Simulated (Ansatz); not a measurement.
# NbSi2: one run, from forces to fields

Aim: for NbSi2, a database structure at a slightly changed volume, find whether it is a metal or has a gap, how the charge is shared and how far the cell is from equilibrium. The atoms and the cell stay fixed.

All numbers below are computed with Ansatz 0.2.0 (DFT, PBE, no spin polarisation, plane waves, PAW).

## (1) The system as given

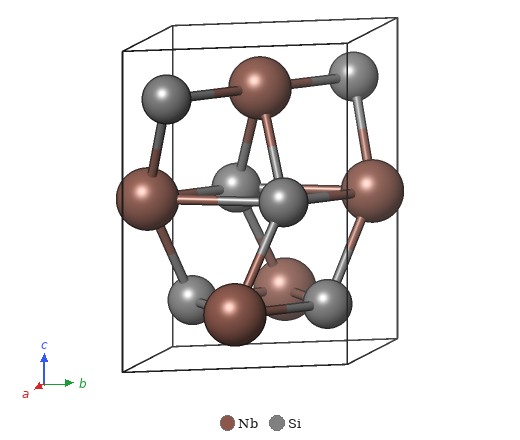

The cell, seen slightly off an axis (niobium brown, silicon grey).

The structure is hexagonal, space group P6_222 (No. 180). The conventional cell has a = 4.801 Å, b = 4.801 Å, c = 6.568 Å, α = 90.00°, β = 90.00°, γ = 120.00°. Around Nb (site symmetry 222) lie 10 Si at 2.61 to 2.83 Å. Around Si (site symmetry 2) lie 5 Si at 2.56 to 2.83 Å and 5 Nb at 2.61 to 2.83 Å.

Its coordinates follow in the input file.

The run starts from a saved solution of this cell (checkpoint.read), perhaps found on another mesh.

## (2) The calculation

Input file input.yaml:

```yaml
crystal:
  lattice:
    - [4.801197, 0.0, 0.0]
    - [-2.400599, 4.157962, 0.0]
    - [0.0, 0.0, 6.567647]
  atoms:
    - { symbol: Nb, position: [0.5, 0.0, 0.5] }
    - { symbol: Nb, position: [0.5, 0.5, 0.83333] }
    - { symbol: Nb, position: [0.0, 0.5, 0.16667] }
    - { symbol: Si, position: [0.1599, 0.3198, 0.5] }
    - { symbol: Si, position: [0.8401, 0.1599, 0.83333] }
    - { symbol: Si, position: [0.6802, 0.8401, 0.16667] }
    - { symbol: Si, position: [0.8401, 0.6802, 0.5] }
    - { symbol: Si, position: [0.1599, 0.8401, 0.83333] }
    - { symbol: Si, position: [0.3198, 0.1599, 0.16667] }
  symmetry: { tolerance: 0.0003 }
kpoints:
  mp_grid: { grid: [8, 8, 5], shift: [0, 0, 0] }
  band_path:
    path:
      - [0.0, 0.0, 0.0]
      - [0.5, 0.0, 0.0]
      - [0.33333333, 0.33333333, 0.0]
      - [0.0, 0.0, 0.0]
      - [0.0, 0.0, 0.5]
      - [0.5, 0.0, 0.5]
      - [0.33333333, 0.33333333, 0.5]
      - [0.0, 0.0, 0.5]
      - [0.5, 0.0, 0.5]
      - [0.5, 0.0, 0.0]
      - [0.33333333, 0.33333333, 0.5]
    npoints: 6
magnetization:
  spin_polarized: false
scf:
  occupations: { method: fermi_dirac }
  lower_state_search: "off"
  max_iter: 200
hamiltonian:
  pseudopotentials: { kind: paw }
  xc: pbe
basis:
  ecutwfc: 420
  fft_grid_basis: typed
output:
  forces: true
  stress: true
  eigenvalues: true
  bader: true
  populations: true
  elf: true
  write_potential: true
  volumetric_format: npy
  dos:
    e_range: [-12, 8]
    de: 0.05
    projected: { site_lists: { Nb: [Nb], Si: [Si] } }
checkpoint:
  read: saved_state
```

What it wrote:

```text
Warning: the atoms were moved onto the symmetric positions of the space group found under crystal.symmetry.tolerance 3.0e-4 (fractional; no operation is sought that the atoms, as they stand in a round, miss by more than twice it, and no atom is moved by as much as it), and the run uses the moved positions. Before a round's move an operation carried an atom to 4.38e-5 Å from where it should land, the largest such distance. Atom 1 (counting from 0) moved farthest, by 2.19e-5 Å; the longest move in fractions of the cell, of whichever atom, is 0.01 of the tolerance, in 1 round. To run the atoms as typed, lower crystal.symmetry.tolerance until the operations that they miss are no longer found, or set crystal.symmetry.detect: false (a key that needs symmetry detection or time reversal refuses this as the deck is read). The positions used, in the order of the run's atom list: position: [0.5, 0.0, 0.5]; position: [0.5, 0.5, 0.8333333333333334]; position: [0.0, 0.5, 0.16666666666666669]; position: [0.1599, 0.3198, 0.5]; position: [0.8401, 0.1599, 0.8333333333333334]; position: [0.6802, 0.8401, 0.16666666666666669]; position: [0.8401, 0.6802, 0.5]; position: [0.1599, 0.8401, 0.8333333333333334]; position: [0.3198, 0.1599, 0.16666666666666669]; The lattice was moved too: crystal.lattice misses the space group found at crystal.symmetry.tolerance 3.0e-4 in a digit that the deck types, which is why this is a warning: making the lattice exact moves one of its numbers by a whole unit of that number's last typed decimal, or more. The operation that it misses by the most changes a squared length by the fraction 1.55e-6. The run uses the lattice that is a stretch of the typed one, with no rotation, onto the one that keeps every operation to a double's rounding (on a very oblique basis the stretch itself rounds by more); the deck's lattice vector that moved farthest moved by 2.00e-6 Å. To run the lattice as typed, set crystal.symmetry.tolerance under 2.40e-7, the least fraction by which an operation that the lattice misses changes a squared length (the same key also sets how far an atom may lie from its image, so lowering it can lose operations that the atoms keep only within it), or set crystal.symmetry.detect: false, as for the atoms. crystal.lattice made exact, in Å and degrees: [[4.801198979980652, 2.8867513464647327e-7, 0.0], [-2.400599739990326, 4.157960140949612, 0.0], [0.0, 0.0, 6.567647]]. Pasted over the deck's crystal.lattice, beside positions in fractional coordinates, it runs the same cell (given as lengths and angles, that cell in the form's own orientation, a rigid turn of the misfit's size from the one run here, for which a checkpoint.post_process_only pass over this run's state can be refused: where this run relaxes nothing, give such a pass this deck's own crystal.lattice, as typed; behind a relaxation, as crystal.lattice, the state's own cell, identity.cell in its checkpoint.json), and a matrix so pasted ends this notice, except on a very skew basis of the lattice, where the rounding of the pasted numbers themselves can read as a misfit: the cell is then moved again, and that move is told again. The lattice as run is in this notice's lattice.as_run_ang field (Run.prep()["deck_notices"] in Python, the deck_notice line of an events file, deck_notices of ansatz run --dry-run=json, or deck_notices in record.json in the deck's checkpoint.write directory).
Warning: checkpoint.read: basis.xc_grid differs: saved 1, current 2 (points along each axis for each point of the dense box; where the key is left out runs that use forces, runs that use the stress, dielectric runs by a finite field, finite-displacement phonons, runs of phonons.displacement_patterns under a GGA or a meta-GGA, phonons by method: dfpt, dielectric runs by the response, runs on support functions, runs on PAW files under a meta-GGA or a hybrid on one, runs at kind: all_electron or under a hybrid on a GGA, runs under a text's formulas of a gradient, and runs on PAW files that evaluate rPW86 or Becke's exchange or LYP's correlation can take a finer level, which can go by the root key accuracy; a number is taken as typed: the saved number, typed, holds this deck to the state's level, where the deck is accepted there); the SCF iterates at this deck's level from the saved density; a trajectory continued from that state goes on on another energy surface; basis.xc_grid: 1, typed and accepted, keeps it on the saved one
Warning: RAYON_NUM_THREADS=1 ignored (pool sized by the plan → 1); use --threads N
Engine: ansatz 0.2.0, aarch64-unknown-linux-gnu
Pseudopotentials: kind: paw
Pseudopotential: Nb, paw, valence charge 13, recommended cutoff 420 eV (normal), Nb.paw.azcp
Pseudopotential: Si, paw, valence charge 4, recommended cutoff 420 eV (normal), Si.paw.azcp
Functional definition: PBE
  parameter kappa = 0.804
  parameter beta = 0.06672455060314922
  exchange = pbe_x(kappa = kappa, mu = beta*pi^2/3)
  correlation = pbe_c(beta = beta)
Crystal: 9 atoms, lattice volume = 131.111 Å³
Basis set: ecut = 420 eV, 2529 PW (Γ), exchange–correlation on 72×72×90 points (8 copies of the dense FFT grid, shifted against one another)
Bands: 41, of which v1, the nominal top of the filled ones, is band 32 counted from 1 (31 counted from 0)
Symmetry: 12 space group operations
Space group: P6222 (ITA 180), of the structure as read, at distance tolerance 1.5e-3 Å
k-points: 30 of 320 (time reversal used)
Non-local potential: Nb, projectors of the file, l = 0: 3, l = 1: 2, l = 2: 2, l = 3: 1
Non-local potential: Si, projectors of the file, l = 0: 2, l = 1: 2, l = 2: 2
PAW form: soft (Blöchl's): semilocal exchange-correlation on the pseudo side does not see the compensation charge
PAW one-centre angular grid: Nb, 590 points (default); XC on 64 Gauss nodes
PAW one-centre angular grid: Si, 110 points (default); XC on 64 Gauss nodes
Initial density: read from a saved state, or passed on in memory by an earlier SCF of this step, an earlier step, the calling program or the single point that the run made first
Initial wavefunctions: pseudopotential atomic-orbital guess
Functional: x = pbe(κ = 0.804, μ = 0.2195149727645171), c = pbe(β = 0.06672455060314922)
iter 1 solved again at ethr=1.13e-6 eV; its pass at ethr=3.10e-3 eV (dr2=7.10e-4 eV) is discarded
SCF iter   1: F=—  HF=-17476.780864 eV  |F-HF|=—  |Δ(HF+E_count)|=         —  Δρ=1.14e-3  dr2=1.03e-3  ethr=1.13e-6  ⟨swp⟩=2.4  Hψ=8198  notcnv=0
preconditioner: auto → Kerker (q_TF=auto, 2.415 Å⁻¹)  [metal: Δε(μ)=0.025 eV  Ē_g=6.955 eV  σ=0.100 eV  W_gap=0.06  n_scr=22 (ndim 8)  ℏωp=20.3 eV  f_vac=0.000  D(μ)=3.07/eV (n_scr^D=22)]
SCF iter   2: F=—  HF=-17476.781331 eV  |F-HF|=—  |Δ(HF+E_count)|=   4.67e-4  Δρ=5.82e-4  dr2=2.61e-4  ethr=1.13e-6  ⟨swp⟩=2.4  Hψ=1644  notcnv=0
SCF iter   3: F=—  HF=-17476.781500 eV  |F-HF|=—  |Δ(HF+E_count)|=   1.69e-4  Δρ=6.23e-5  dr2=5.73e-6  ethr=4.14e-7  ⟨swp⟩=2.3  Hψ=1837  notcnv=0
SCF iter   4: F=—  HF=-17476.781485 eV  |F-HF|=—  |Δ(HF+E_count)|=   1.48e-5  Δρ=1.09e-5  dr2=1.50e-7  ethr=9.10e-9  ⟨swp⟩=2.0  Hψ=1760  notcnv=0
iter 5 did not close the SCF: its close was put off for the readings that it lacked (scf_convergence_deferred on its scf_iter line)
SCF iter   5: F=-17476.781485 eV  HF=-17476.781485 eV  |F-HF|=5.64e-10  |Δ(HF+E_count)|=   2.31e-8  Δρ=1.83e-6  dr2=3.70e-9  ethr=2.38e-10  ⟨swp⟩=2.0  Hψ=1828  notcnv=0
SCF iter   6: F=-17476.781485 eV  HF=-17476.781485 eV  |F-HF|=3.64e-12  |Δ(HF+E_count)|=  1.38e-10  Δρ=3.23e-7  dr2=9.34e-11  ethr=5.88e-12  ⟨swp⟩=5.2  Hψ=6777  notcnv=0
SCF 1 converged in 6 iterations: F = -17476.781485 eV  dr2 = 9.34e-11
NSCF: frozen V_eff on 61 k-points
SCF converged after 6 iterations
Free energy (F): -17476.781485 eV
Harris-Foulkes:  -17476.781485 eV  (|F-HF|=3.64e-12)
Internal energy: -17476.681782 eV  (E = F + TS)
E sigma→0 (E₀):  -17476.731633 eV
Entropy (-TS):   -0.099704 eV (-11.078 meV/atom)
Fermi energy:    14.519657 eV
--- Per-component energies (eV) ---
  E_band       = -143.122801
  E_kinetic    = 1444.783241
  E_local      = -2796.607836  (includes V_loc(G=0)·N_el)
  E_nonlocal   = 508.971522
  E_hartree    = 985.190938
  E_xc         = -869.009771
  E_vxc        = -934.785400  (∫ρ·V_xc dr)
  E_paw        = -12295.611553  (= ΣΔE_a)
  E_vpaw       = -335.866198  (= ΣTr[D̂ρ^β])
  E_aug_tail   = 0.000056  (compensation charges beyond the density's cutoff)
  E_ewald      = -4454.398378
  E_smearing   = -0.099704  (= −TS)
  E_closure    = -0.000000  (closes the sum)
  Σ components = -17476.781485   (vs F -17476.781485, Δ=0.00e0)
--- Forces (eV/Å), atoms counted from 1 ---
  atom   1  Nb     0.00000000     0.00000000     0.00000000
  atom   2  Nb     0.00000000     0.00000000    -0.00000000
  atom   3  Nb     0.00000000    -0.00000000    -0.00000000
  atom   4  Si     0.00000000    -0.05979885     0.00000000
  atom   5  Si     0.05178733    -0.02989942    -0.00000000
  atom   6  Si     0.05178732     0.02989943     0.00000000
  atom   7  Si    -0.00000000     0.05979885     0.00000000
  atom   8  Si    -0.05178733     0.02989942    -0.00000000
  atom   9  Si    -0.05178732    -0.02989943    -0.00000000
  max |Σ_I F_I| component: 1.25e-16 eV/Å
--- Stress (GPa, compression-positive) ---
        1.524261      -0.000000      -0.000000
        0.000000       1.524261       0.000000
       -0.000000      -0.000000       3.716701
  P = ⅓ Tr σ = 2.2551 GPa (22.551 kbar)
--- Band table (eV; the first three rows and the last of 30) ---
  k-point 0: bands = ["-40.0650", "-40.0273", "-40.0273", "-16.3229", "-16.3229", "-16.3127", "-16.2504", "-16.2504", "-16.1332", "-16.1275", "-16.1094", "-16.1094", "1.7986", "4.9137", "4.9137", "8.3503", "8.7818", "8.7818", "9.1736", "9.1736", "9.9441", "10.9309", "10.9309", "11.3332", "12.3011", "12.3011", "12.3425", "12.3425", "12.3789", "12.5619", "12.5619", "13.4601", "15.3089", "17.7207", "17.8223", "17.8404", "17.8404", "18.0024", "18.2613", "18.2613", "18.4681"]
  k-point 1: bands = ["-40.0628", "-40.0372", "-40.0197", "-16.3578", "-16.3048", "-16.2757", "-16.2581", "-16.2471", "-16.1401", "-16.1365", "-16.1362", "-16.0828", "1.9491", "3.9476", "5.8742", "8.4561", "8.4755", "9.0229", "9.1866", "9.5124", "9.9117", "10.0178", "10.6973", "10.9730", "12.0368", "12.3079", "12.4360", "12.6360", "12.7047", "12.7291", "13.2994", "13.3906", "15.6532", "17.4678", "17.7095", "17.8466", "17.9530", "18.0530", "18.0596", "18.1191", "18.2138"]
  k-point 2: bands = ["-40.0566", "-40.0476", "-40.0155", "-16.3762", "-16.2838", "-16.2632", "-16.2594", "-16.2231", "-16.1746", "-16.1480", "-16.1440", "-16.0672", "2.3875", "3.0754", "6.6911", "8.2784", "8.6685", "8.8107", "9.0762", "9.5579", "9.7984", "10.1259", "10.3348", "10.6065", "11.9688", "12.1153", "12.3619", "12.4212", "12.9666", "12.9829", "13.2269", "14.8703", "15.8618", "17.2356", "17.5186", "17.8272", "17.9653", "18.0447", "18.1438", "18.1628", "18.3211"]
  k-point 29: bands = ["-40.0516", "-40.0370", "-40.0304", "-16.3706", "-16.3586", "-16.3301", "-16.2354", "-16.2062", "-16.1673", "-16.1275", "-16.0959", "-16.0875", "4.1472", "4.6771", "4.9208", "5.8013", "6.5282", "7.6804", "9.1784", "9.6630", "10.2730", "11.0045", "11.8412", "11.9616", "12.1623", "12.3143", "12.3760", "12.4240", "13.4008", "13.8715", "14.3148", "14.4227", "15.4594", "16.4137", "16.5990", "16.9062", "17.3107", "17.4225", "17.5292", "17.7771", "18.0181"]
--- Löwdin populations: 9 sites ---
  site symbol       q [e]
     0     Nb     13.0360
     1     Nb     13.0360
     2     Nb     13.0360
     3     Si      3.8912
     4     Si      3.8912
     5     Si      3.8912
     6     Si      3.8912
     7     Si      3.8912
     8     Si      3.8912
  spilling = 0.008644 (of n_electrons = 63.000000)
--- Bader charges: 9 sites ---
  site symbol  charge [e]  shift [e]
     0     Nb      0.8044     0.0019
     1     Nb      0.8043     0.0019
     2     Nb      0.8043     0.0019
     3     Si     -0.4022     0.0010
     4     Si     -0.4022     0.0010
     5     Si     -0.4022     0.0010
     6     Si     -0.4021     0.0010
     7     Si     -0.4022     0.0010
     8     Si     -0.4021     0.0010
  estimated error of the sums over rays = 9.0e-4 e
```

Wall time 2.1 min (1 thread, shared host); peak memory 0.48 GiB.

## (3) Forces and stress

Sizes of the largest forces and where they point against the nearest neighbour:

```csv
atom,force (eV/Å),nearest,distance (Å),direction
Si4,0.060,Si9,2.56,(others are as near)
Si7,0.060,Si6,2.56,(others are as near)
Si6,0.060,Si7,2.56,(others are as near)
Si9,0.060,Si4,2.56,(others are as near)
Si5,0.060,Si6,2.56,(others are as near)
Si8,0.060,Si9,2.56,(others are as near)
```

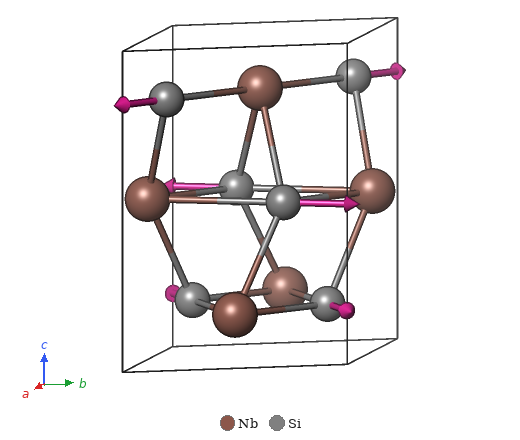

Forces as arrows; the longest is 0.06 eV/Å.

Diagonalising the stress gives 1.52, 1.52, 3.72 GPa, so P = 2.26 GPa (positive in compression).

## (4) The band path (bands.tsv)

From bands.tsv, levels at the corners of the path, in eV from the Fermi level:

```csv
point,band 30,band 31,band 32,band 33,band 34,band 35
Γ,-1.96,-1.96,-1.06,0.79,3.20,3.30
M,-0.70,-0.10,0.04,0.77,1.22,1.55
K,-1.56,0.36,0.36,0.44,2.09,2.09
Γ,-1.96,-1.96,-1.06,0.79,3.20,3.30
A,-1.41,-1.41,0.99,0.99,2.79,2.79
L,-1.63,-0.62,-0.27,1.43,1.81,2.31
H,-0.74,-0.15,-0.15,0.83,2.02,2.16
A,-1.41,-1.41,0.99,0.99,2.79,2.79
L,-1.63,-0.62,-0.27,1.43,1.81,2.31
M,-0.70,-0.10,0.04,0.77,1.22,1.55
H,-0.74,-0.15,-0.15,0.83,2.02,2.16
```

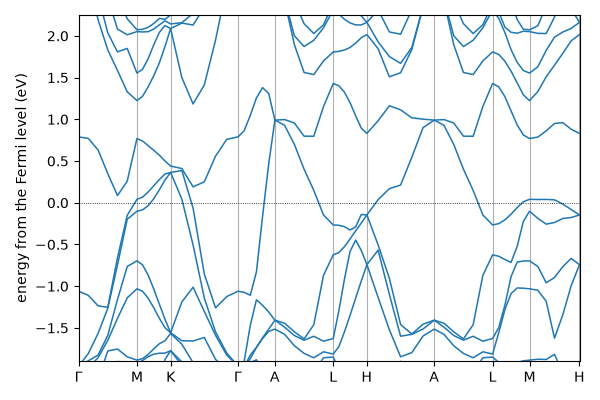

Bands along the path (those far from the Fermi level are not drawn).

## (5) States by energy

Counts of states in windows (eV from the Fermi level; tetrahedra), total and projected:

```csv
from,to,total,Nb d,Si s,Si p
-8.0,-7.0,2.14,0.47,0.95,0.61
-7.0,-6.0,2.18,0.48,0.94,0.62
-6.0,-5.0,2.63,0.63,0.29,1.53
-5.0,-4.0,3.43,0.91,0.34,1.96
-4.0,-3.0,3.71,1.25,0.38,1.84
-3.0,-2.0,7.71,3.60,0.39,3.40
-2.0,-1.0,7.36,3.99,0.24,2.87
-1.0,0.0,2.50,1.71,0.09,0.60
0.0,1.0,2.62,1.93,0.11,0.44
1.0,2.0,3.25,1.64,0.49,0.93
2.0,3.0,6.29,3.18,0.78,1.70
```

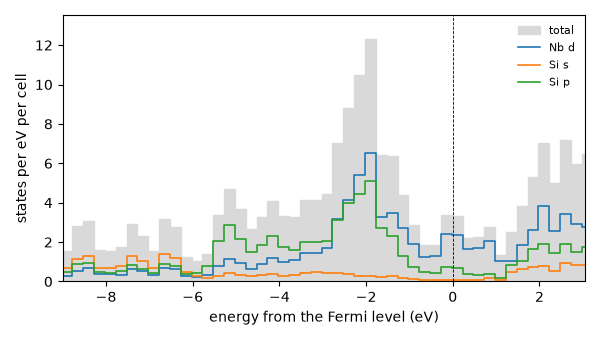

Total and projected density of states, in bins of 0.25 eV.

## (6) Atomic charges

Gathered by element (positive charge: electrons given up): Löwdin charges also hold the electrons that the projection spills.

```csv
element,atoms,Bader charge (e),Bader volume (Å³),Löwdin charge (e)
Nb,3,+0.80,14.0,-0.04
Si,6,-0.40,14.9,+0.11
```

The Löwdin projection spills 0.9 % of the electrons and depends on the orbitals chosen; where it disagrees with Bader's partition, neither is an observable.

## (7) Maps of the fields

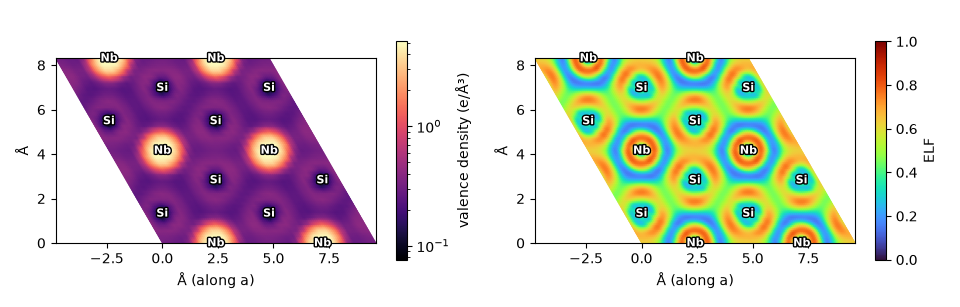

Valence density (left, log scale) and ELF (right) in the plane spanned by a and b at height 0.500 along c (axes of the input's cell); atoms within 0.2 Å are lettered, 2×2 cells. Near the nuclei they are pseudo-fields.

Along short contacts, where the density is least:

```csv
contact,length (Å),minimum at (fraction),density (e/Å³),ELF
Si4–Si5,2.561,none clear,–,–
Nb1–Si5,2.607,none clear,–,–
```

## (8) Summary of results

| quantity | value |
| --- | --- |
| largest force | 0.060 eV/Å on Si |
| pressure | 2.3 GPa |
| formation energy (elements from separate runs) | -0.56 eV/atom |
| character | metal |
| density of states, mean within 0.25 eV of the Fermi level | 3.3 per eV per cell |
| Bader charges | Nb +0.80, Si -0.40 e |

**Reading.** The cell is metallic; within 0.25 eV of the Fermi level the density of states averages 3.3 per eV per cell, mostly Nb d (72 %) and Si p (20 %). Against the elements' reference phases (Nb bcc, Si diamond; separate runs with the same functional) the formation energy is -0.56 eV per atom, so it is bound against them, though other compounds may compete. Nb loses most charge (+0.80 e on average) and Si gains most (-0.40 e). With forces up to 0.06 eV/Å (on Si), a relaxation would move the atoms.
